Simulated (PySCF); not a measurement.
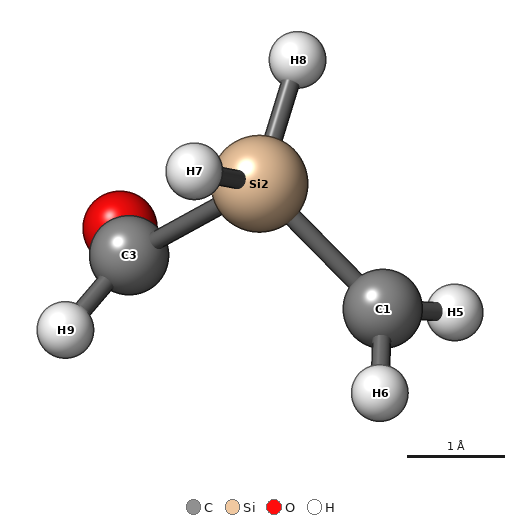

**Figure 1.** The starting structure (ball-and-stick view, seen at a tilt; atoms are numbered from 1 in the order of the input). Bond lengths as drawn: C–H 1.08 to 1.11 Å, C–O 1.20 Å, C–Si 1.82 to 1.94 Å and H–Si 1.46 to 1.47 Å.

## C₂H₅OSi: geometry relaxation (part 1 of 4)

System: C₂H₅OSi, multiplicity 2, SMILES [CH2][SiH2]C=O.
Method: HF/6-31G*, UHF (PySCF 2.14.0).

The geometry comes from this level: GFN2-xTB symmetrised. Figures and captions count atoms from 1; the log counts them from 0 in places.

Input file (run.py)
```python
# [CH2][SiH2]C=O
import numpy
from pyscf import gto, symm
from pyscf.hessian import thermo
from pyscf.geomopt.geometric_solver import kernel as optimise

mol = gto.Mole()
mol.atom = '''
C     -1.712424     3.156453    -0.335644
Si    -0.438484     0.594230     1.582995
C      1.632466    -1.191769    -0.872194
O      0.925255    -2.999972    -2.038325
H     -3.376196     2.924773    -1.484616
H     -0.699739     4.891789    -0.660488
H      1.345889     1.406793     3.537652
H     -2.302340    -1.212877     2.510567
H      3.516240    -0.360006    -1.264331
'''
mol.max_memory = 1860
mol.unit = 'bohr'
mol.basis = '6-31g*'
mol.verbose = 3
mol.spin = 1
mol.build()

calc0 = mol.UHF()
calc0.conv_tol = 1e-10
converged, mol_eq = optimise(calc0, maxsteps=60, convergence_set='GAU_TIGHT')
print('converged:', converged)
print(mol_eq.tostring())

calc0.reset(mol_eq)
mol = mol_eq
calc0.kernel()
if not calc0.converged:
    calc0 = calc0.newton().run(calc0.mo_coeff, calc0.mo_occ)
e_final = calc0.e_tot
print('E(%s) = %.9f' % ('HF', e_final))
hess = calc0.Hessian().kernel()
modes = thermo.harmonic_analysis(mol, hess)
print('frequencies (1/cm)', numpy.round(modes['freq_wavenumber'], 1))
symm.geom.TOLERANCE = 1e-3  # for the symmetry number
th = thermo.thermo(calc0, modes['freq_au'], 298.15, 101325)
thermo.dump_thermo(mol, th)
```

Launch command:
```bash
OMP_NUM_THREADS=1 python run.py
```

Log
```
#|     Arguments passed to driver run_optimizer():      |#
convergence_set           GAU_TIGHT
customengine              <pyscf.geomopt.geometric_solver.PySCFEngine object>
maxiter                   60
----------------------------------------------------------
Custom engine selected.
Bonds will be generated from interatomic distances less than 1.20 times sum of covalent radii
27 internal coordinates being used (instead of 27 Cartesians)
Internal coordinate system (atoms numbered from 1):
Distance 1-2
Distance 1-5
Distance 1-6
Distance 2-3
Distance 2-7
Distance 2-8
Distance 3-4
Distance 3-9
Angle 2-1-6
Angle 5-1-6
Angle 1-2-3
Angle 1-2-7
Angle 1-2-8
Angle 3-2-7
Angle 3-2-8
Angle 7-2-8
Angle 2-3-9
Angle 4-3-9
Out-of-Plane 1-2-5-6
Out-of-Plane 3-2-4-9
Dihedral 5-1-2-3
Dihedral 5-1-2-7
Dihedral 5-1-2-8
Dihedral 6-1-2-3
Dihedral 6-1-2-7
Dihedral 6-1-2-8
Dihedral 1-2-3-4
Dihedral 1-2-3-9
Dihedral 7-2-3-4
Dihedral 7-2-3-9
Dihedral 8-2-3-4
Dihedral 8-2-3-9
Translation-X 1-9
Translation-Y 1-9
Translation-Z 1-9
Rotation-A 1-9
Rotation-B 1-9
Rotation-C 1-9
<class 'geometric.internal.Distance'> : 8
<class 'geometric.internal.Angle'> : 10
<class 'geometric.internal.OutOfPlane'> : 2
<class 'geometric.internal.Dihedral'> : 12
<class 'geometric.internal.TranslationX'> : 1
<class 'geometric.internal.TranslationY'> : 1
<class 'geometric.internal.TranslationZ'> : 1
<class 'geometric.internal.RotationA'> : 1
<class 'geometric.internal.RotationB'> : 1
<class 'geometric.internal.RotationC'> : 1
> ===== Optimization Info: ====
> Job type: Energy minimization
> Maximum number of optimization cycles: 60
> Initial / maximum trust radius (Angstrom): 0.100 / 0.300
> Convergence Criteria:
> Will converge when all 5 criteria are reached:
>  |Delta-E| < 1.00e-06
>  RMS-Grad  < 1.00e-05
>  Max-Grad  < 1.50e-05
>  RMS-Disp  < 4.00e-05
>  Max-Disp  < 6.00e-05
> === End Optimization Info ===

Geometry optimization cycle 1
Cartesian coordinates (Angstrom)
 Atom        New coordinates             dX        dY        dZ
   C  -0.906176   1.670323  -0.177615    0.000000  0.000000  0.000000
  Si  -0.232036   0.314453   0.837685    0.000000  0.000000  0.000000
   C   0.863864  -0.630657  -0.461545    0.000000  0.000000  0.000000
   O   0.489624  -1.587517  -1.078635    0.000000  0.000000  0.000000
   H  -1.786606   1.547723  -0.785625    0.000000  0.000000  0.000000
   H  -0.370286   2.588623  -0.349515    0.000000  0.000000  0.000000
   H   0.712214   0.744443   1.872045    0.000000  0.000000  0.000000
   H  -1.218346  -0.641827   1.328535    0.000000  0.000000  0.000000
   H   1.860714  -0.190507  -0.669055    0.000000  0.000000  0.000000

WARN: HOMO -0.138354862432087 >= LUMO -0.138354862432087

converged SCF energy = -442.353138762107  <S^2> = 0.76621416  2S+1 = 2.016149
--------------- UHF_Scanner gradients ---------------
         x                y                z
0 C     0.0075877003    -0.0134231198     0.0028118910
1 Si    -0.0148504548     0.0191579131     0.0110272643
2 C     0.0029095506     0.0022817348    -0.0017259810
3 O    -0.0053223722    -0.0070107314    -0.0042267802
4 H     0.0006319649     0.0000487379    -0.0004236862
5 H     0.0003369134    -0.0009105094    -0.0005245764
6 H     0.0012962177    -0.0046501490    -0.0052913090
7 H     0.0052392114    -0.0006747837    -0.0040530351
8 H     0.0021712686     0.0051809075     0.0024062124
----------------------------------------------
cycle 1: E = -442.353138762  dE = -442.353  norm(grad) = 0.034664
Step    0 : Gradient = 1.155e-02/2.663e-02 (rms/max) Energy = -442.3531387621
Hessian Eigenvalues: 2.30000e-02 2.30000e-02 2.64257e-02 ... 3.63421e-01 3.63609e-01 1.05571e+00

Geometry optimization cycle 2
Cartesian coordinates (Angstrom)
 Atom        New coordinates             dX        dY        dZ
   C  -0.933182   1.710038  -0.167580   -0.027006  0.039715  0.010035
  Si  -0.204484   0.294892   0.785524    0.027551 -0.019561 -0.052161
   C   0.903568  -0.677843  -0.473207    0.039704 -0.047186 -0.011662
   O   0.547566  -1.652285  -1.063838    0.057942 -0.064768  0.014797
   H  -1.833425   1.600453  -0.749194   -0.046819  0.052730  0.036431
   H  -0.423675   2.650202  -0.302424   -0.053389  0.061579  0.047092
   H   0.680611   0.782460   1.863108   -0.031603  0.038017 -0.008937
   H  -1.232870  -0.615511   1.313350   -0.014524  0.026316 -0.015185
   H   1.908859  -0.277348  -0.689465    0.048145 -0.086841 -0.020409
converged SCF energy = -442.356192171076  <S^2> = 0.76284593  2S+1 = 2.0128049
--------------- UHF_Scanner gradients ---------------
         x                y                z
0 C     0.0007767012    -0.0010692734     0.0000330290
1 Si    -0.0022816171     0.0028109395     0.0044143445
2 C    -0.0028781511    -0.0007525273    -0.0009569964
3 O     0.0024405897     0.0005385281    -0.0014509031
4 H     0.0004544736    -0.0002260275    -0.0004759467
5 H     0.0003600937    -0.0000546716    -0.0009537439
6 H     0.0007308323    -0.0000781935     0.0001059939
7 H    -0.0000523132    -0.0008095034     0.0000039462
8 H     0.0004493907    -0.0003592707    -0.0007197236
----------------------------------------------
cycle 2: E = -442.356192171  dE = -0.00305341  norm(grad) = 0.00748624
Step    1 : Displace = 7.232e-02/1.014e-01 (rms/max) Trust = 1.000e-01 (=) Grad = 2.495e-03/5.709e-03 (rms/max) E (change) = -442.3561921711 (-3.053e-03) Quality = 1.195
Hessian Eigenvalues: 2.29015e-02 2.30001e-02 2.56739e-02 ... 3.63499e-01 3.63654e-01 1.06250e+00

Geometry optimization cycle 3
Cartesian coordinates (Angstrom)
 Atom        New coordinates             dX        dY        dZ
   C  -0.949398   1.725022  -0.166420   -0.016216  0.014985  0.001160
  Si  -0.184239   0.288151   0.741030    0.020245 -0.006741 -0.044495
   C   0.947260  -0.692861  -0.474540    0.043692 -0.015018 -0.001333
   O   0.523817  -1.675382  -1.002781   -0.023748 -0.023098  0.061057
   H  -1.861126   1.630358  -0.733005   -0.027701  0.029904  0.016189
   H  -0.464481   2.683196  -0.255175   -0.040806  0.032994  0.047248
   H   0.661792   0.796751   1.840782   -0.018819  0.014291 -0.022326
   H  -1.222031  -0.612196   1.268987    0.010839  0.003316 -0.044363
   H   1.961372  -0.327981  -0.702602    0.052513 -0.050633 -0.013137
converged SCF energy = -442.356252524529  <S^2> = 0.76198203  2S+1 = 2.0119464
--------------- UHF_Scanner gradients ---------------
         x                y                z
0 C    -0.0011680336     0.0018295580     0.0004295798
1 Si     0.0004389695    -0.0064800725    -0.0011966952
2 C     0.0065058448    -0.0027447274    -0.0052132546
3 O    -0.0047883942     0.0037177516     0.0046308025
4 H     0.0001629609     0.0001406365    -0.0005397669
5 H     0.0001015405    -0.0001609749    -0.0007050460
6 H    -0.0002008275     0.0001893313    -0.0001588964
7 H    -0.0013867372     0.0009049010     0.0013200493
8 H     0.0003346768     0.0026035962     0.0014332274
----------------------------------------------
cycle 3: E = -442.356252525  dE = -6.03535e-05  norm(grad) = 0.0140764
Step    2 : Displace = 5.317e-02/7.410e-02 (rms/max) Trust = 1.414e-01 (+) Grad = 4.692e-03/8.777e-03 (rms/max) E (change) = -442.3562525245 (-6.035e-05) Quality = 0.103
Hessian Eigenvalues: 2.19207e-02 2.30024e-02 2.37789e-02 ... 3.63631e-01 4.39922e-01 1.06633e+00

Geometry optimization cycle 4
Cartesian coordinates (Angstrom)
 Atom        New coordinates             dX        dY        dZ
   C  -0.951871   1.732165  -0.166236   -0.002473  0.007142  0.000184
  Si  -0.185753   0.296559   0.735690   -0.001513  0.008408 -0.005339
   C   0.933633  -0.706055  -0.472637   -0.013627 -0.013194  0.001903
   O   0.560586  -1.701962  -1.016309    0.036769 -0.026579 -0.013528
   H  -1.870495   1.642933  -0.722321   -0.009369  0.012575  0.010685
   H  -0.469501   2.692177  -0.247109   -0.005020  0.008982  0.008067
   H   0.666815   0.801442   1.830936    0.005023  0.004692 -0.009846
   H  -1.218127  -0.606035   1.263473    0.003904  0.006160 -0.005514
   H   1.947678  -0.336166  -0.689214   -0.013694 -0.008185  0.013388
converged SCF energy = -442.356671984194  <S^2> = 0.76178642  2S+1 = 2.0117519
--------------- UHF_Scanner gradients ---------------
         x                y                z
0 C    -0.0011241240     0.0008794980     0.0007749702
1 Si     0.0025405571    -0.0025311483    -0.0005110974
2 C    -0.0010444056     0.0005670203     0.0006406618
3 O     0.0005426782     0.0000842426    -0.0004377734
4 H     0.0000325937     0.0002448573    -0.0004407026
5 H     0.0001616523    -0.0002271313    -0.0004938626
6 H    -0.0007811114     0.0004466185     0.0003061260
7 H     0.0000683416     0.0008294003     0.0001330461
8 H    -0.0003961818    -0.0002933575     0.0000286320
----------------------------------------------
cycle 4: E = -442.356671984  dE = -0.00041946  norm(grad) = 0.00452884
Step    3 : Displace = 2.096e-02/4.757e-02 (rms/max) Trust = 2.658e-02 (-) Grad = 1.510e-03/3.622e-03 (rms/max) E (change) = -442.3566719842 (-4.195e-04) Quality = 0.959
Hessian Eigenvalues: 2.14729e-02 2.30007e-02 2.37061e-02 ... 3.63582e-01 5.09049e-01 1.06575e+00

Geometry optimization cycle 5
Cartesian coordinates (Angstrom)
 Atom        New coordinates             dX        dY        dZ
   C  -0.949609   1.734311  -0.169213    0.002262  0.002147 -0.002977
  Si  -0.189846   0.301192   0.736749   -0.004094  0.004634  0.001059
   C   0.932714  -0.704155  -0.471412   -0.000918  0.001900  0.001225
   O   0.557937  -1.701947  -1.010542   -0.002649  0.000015  0.005767
   H  -1.868906   1.638852  -0.722617    0.001589 -0.004081 -0.000296
   H  -0.471980   2.697215  -0.246013   -0.002479  0.005037  0.001096
   H   0.672765   0.797084   1.828796    0.005949 -0.004358 -0.002140
   H  -1.218036  -0.611410   1.259523    0.000091 -0.005375 -0.003950
   H   1.947927  -0.336085  -0.688998    0.000249  0.000081  0.000216
converged SCF energy = -442.356715911744  <S^2> = 0.76181352  2S+1 = 2.0117788
--------------- UHF_Scanner gradients ---------------
         x                y                z
0 C    -0.0004458603     0.0004962341     0.0003009635
1 Si     0.0001471576    -0.0003098767     0.0000266070
2 C    -0.0002440122     0.0001761774     0.0001076550
3 O     0.0001805939     0.0000575068    -0.0002364123
4 H     0.0001098899    -0.0002602895    -0.0000684252
5 H     0.0003304815     0.0000321732    -0.0003298717
6 H    -0.0000482570     0.0001017014     0.0000842440
7 H    -0.0000331192    -0.0001376644     0.0001322321
8 H     0.0000031258    -0.0001559623    -0.0000169924
----------------------------------------------
cycle 5: E = -442.356715912  dE = -4.39276e-05  norm(grad) = 0.00111063
Step    4 : Displace = 5.371e-03/7.755e-03 (rms/max) Trust = 3.759e-02 (+) Grad = 3.702e-04/7.319e-04 (rms/max) E (change) = -442.3567159117 (-4.393e-05) Quality = 1.106
Hessian Eigenvalues: 1.64156e-02 2.29983e-02 2.36233e-02 ... 3.65338e-01 4.81936e-01 1.06573e+00

Geometry optimization cycle 6
Cartesian coordinates (Angstrom)
 Atom        New coordinates             dX        dY        dZ
   C  -0.950846   1.735853  -0.171588   -0.001237  0.001541 -0.002375
  Si  -0.189102   0.303108   0.731483    0.000744  0.001916 -0.005267
   C   0.935633  -0.707443  -0.471020    0.002918 -0.003288  0.000391
   O   0.560394  -1.709906  -1.001176    0.002457 -0.007959  0.009365
   H  -1.872791   1.646078  -0.721492   -0.003885  0.007226  0.001125
   H  -0.479320   2.702394  -0.235486   -0.007339  0.005179  0.010526
   H   0.674176   0.797881   1.823579    0.001412  0.000797 -0.005217
   H  -1.216487  -0.611331   1.252341    0.001549  0.000079 -0.007182
   H   1.951309  -0.341577  -0.690366    0.003382 -0.005492 -0.001368
converged SCF energy = -442.35673062627  <S^2> = 0.76173085  2S+1 = 2.0116966
--------------- UHF_Scanner gradients ---------------
         x                y                z
0 C    -0.0002500162    -0.0000323674     0.0002525158
1 Si    -0.0001032290     0.0002987232     0.0000036007
2 C     0.0001045796     0.0000731008    -0.0000174777
3 O    -0.0000579119     0.0000085454    -0.0000807527
4 H     0.0000324924     0.0000824314    -0.0000477848
5 H     0.0001058478    -0.0001272483    -0.0002116930
6 H     0.0000794323    -0.0000346174     0.0000426948
7 H     0.0000050494    -0.0001653977     0.0000033540
8 H     0.0000837556    -0.0001031701     0.0000555428
----------------------------------------------
cycle 6: E = -442.356730626  dE = -1.47145e-05  norm(grad) = 0.000627352
Step    5 : Displace = 8.202e-03/1.389e-02 (rms/max) Trust = 5.317e-02 (+) Grad = 2.091e-04/3.568e-04 (rms/max) E (change) = -442.3567306263 (-1.471e-05) Quality = 1.279
Hessian Eigenvalues: 8.62055e-03 2.29982e-02 2.43993e-02 ... 3.68412e-01 5.01152e-01 1.06574e+00

Geometry optimization cycle 7
Cartesian coordinates (Angstrom)
 Atom        New coordinates             dX        dY        dZ
   C  -0.949572   1.737843  -0.173290    0.001274  0.001991 -0.001702
  Si  -0.188239   0.303803   0.727234    0.000863  0.000694 -0.004248
   C   0.937061  -0.710624  -0.471102    0.001428 -0.003181 -0.000082
   O   0.563210  -1.717272  -0.994259    0.002816 -0.007367  0.006917
   H  -1.873166   1.647253  -0.720253   -0.000374  0.001175  0.001239
   H  -0.485291   2.708610  -0.225752   -0.005972  0.006216  0.009734
   H   0.673882   0.798999   1.819800   -0.000295  0.001118 -0.003778
   H  -1.216745  -0.609385   1.247282   -0.000258  0.001946 -0.005059
   H   1.951826  -0.344169  -0.693387    0.000517 -0.002591 -0.003021
converged SCF energy = -442.356736931819  <S^2> = 0.76166722  2S+1 = 2.0116334
--------------- UHF_Scanner gradients ---------------
         x                y                z
0 C    -0.0000438217    -0.0000296218     0.0001577046
1 Si    -0.0002284902     0.0002614998    -0.0001983408
2 C     0.0001646076     0.0000057570     0.0000357122
3 O    -0.0001128795     0.0000067414    -0.0000426106
4 H    -0.0000290024    -0.0000846627     0.0001293366
5 H     0.0001134060    -0.0000155844    -0.0000770363
6 H    -0.0000158035     0.0000124892    -0.0000440477
7 H     0.0000871394    -0.0000775307    -0.0000527291
8 H     0.0000648444    -0.0000790877     0.0000920111
----------------------------------------------
cycle 7: E = -442.356736932  dE = -6.30555e-06  norm(grad) = 0.000558602
Step    6 : Displace = 6.525e-03/1.299e-02 (rms/max) Trust = 7.519e-02 (+) Grad = 1.862e-04/3.999e-04 (rms/max) E (change) = -442.3567369318 (-6.306e-06) Quality = 1.225
Hessian Eigenvalues: 4.70699e-03 2.29992e-02 2.59612e-02 ... 3.70964e-01 5.02331e-01 1.06556e+00

Geometry optimization cycle 8
Cartesian coordinates (Angstrom)
 Atom        New coordinates             dX        dY        dZ
   C  -0.947970   1.737745  -0.175158    0.001602 -0.000098 -0.001868
  Si  -0.187934   0.303407   0.726254    0.000305 -0.000396 -0.000981
   C   0.936861  -0.712260  -0.471255   -0.000200 -0.001636 -0.000153
   O   0.565969  -1.722903  -0.988701    0.002759 -0.005631  0.005557
   H  -1.870875   1.648922  -0.723654    0.002291  0.001669 -0.003402
   H  -0.488736   2.711322  -0.217688   -0.003445  0.002712  0.008064
   H   0.674325   0.798809   1.818604    0.000443 -0.000190 -0.001196
   H  -1.217744  -0.608132   1.246545   -0.000999  0.001253 -0.000736
   H   1.949070  -0.341852  -0.698673   -0.002756  0.002317 -0.005286
converged SCF energy = -442.356742430677  <S^2> = 0.76164114  2S+1 = 2.0116075
--------------- UHF_Scanner gradients ---------------
         x                y                z
0 C     0.0000795360    -0.0001891501    -0.0000051025
1 Si    -0.0001137388     0.0002499336    -0.0001125425
2 C     0.0001260604    -0.0000672496     0.0000491795
3 O    -0.0000964010     0.0000358112    -0.0000510163
4 H    -0.0000938431     0.0000622499     0.0001520219
5 H    -0.0000033084    -0.0000254308    -0.0000229301
6 H    -0.0000111966     0.0000122096    -0.0000360302
7 H     0.0000646624    -0.0000348731    -0.0000749013
8 H     0.0000482292    -0.0000435006     0.0001013214
----------------------------------------------
cycle 8: E = -442.356742431  dE = -5.49886e-06  norm(grad) = 0.000479844
Step    7 : Displace = 5.052e-03/9.140e-03 (rms/max) Trust = 1.063e-01 (+) Grad = 1.599e-04/2.968e-04 (rms/max) E (change) = -442.3567424307 (-5.499e-06) Quality = 1.604
Hessian Eigenvalues: 2.01802e-03 2.29906e-02 2.41313e-02 ... 3.75941e-01 4.93416e-01 1.06553e+00
```
